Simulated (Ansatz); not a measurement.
```json
{"atom": "Si", "x (Å)": "-0.7775", "y (Å)": "0.2151", "z (Å)": "0.0986"}
{"atom": "H", "x (Å)": "2.7556", "y (Å)": "-2.0907", "z (Å)": "-0.3826"}
{"atom": "H", "x (Å)": "-0.3050", "y (Å)": "-0.7707", "z (Å)": "-0.8899"}
{"atom": "H", "x (Å)": "-1.6681", "y (Å)": "-0.3785", "z (Å)": "1.1219"}
{"atom": "O", "x (Å)": "-1.5196", "y (Å)": "1.3951", "z (Å)": "-0.7509"}
{"atom": "H", "x (Å)": "2.5590", "y (Å)": "-1.4534", "z (Å)": "-0.0473"}
{"atom": "Cl", "x (Å)": "0.8485", "y (Å)": "0.9445", "z (Å)": "1.1255"}
{"atom": "H", "x (Å)": "-1.8931", "y (Å)": "2.1387", "z (Å)": "-0.2753"}
```

The product side of a reaction path; geometry: PBE0-D4/def2-TZVP.

These are results of RKS PBE0-D4/def2-TZVPP (Ansatz), not measurements.

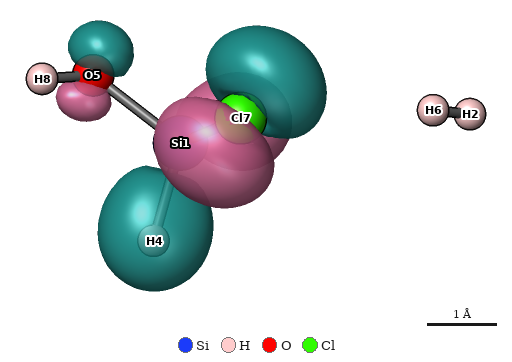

ClH3OSi···H2. The HOMO at ±0.15 Å⁻³ᐟ² (teal and pink are the two phases), seen from one side.

Q: Where does this orbital lie, and at what energy?

A: It lies mainly on Cl7 (about 50 %), Si1 (about 20 %), H4 (about 15 %), H3 (about 10 %) and O5 (about 5 %). Its energy is −8.91 eV.
